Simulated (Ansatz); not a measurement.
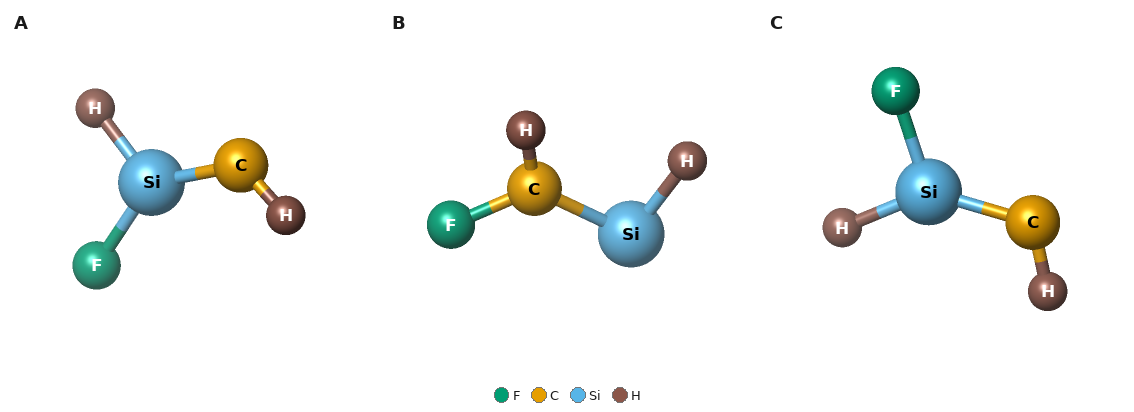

3 stationary structures of one formula. State: charge −1, singlet. Geometries: PBE0-D4/def2-TZVPD. Electronic energies: PBE0-D4/def2-TZVPD (Ansatz 0.2.0), without zero-point energy. No frequency run is at hand to confirm each as a minimum.

> Which is lowest in energy, and by how much?

A is lowest (Cs); C lies 0.150 eV above it (Cs), B lies 0.642 eV above it (Cs).
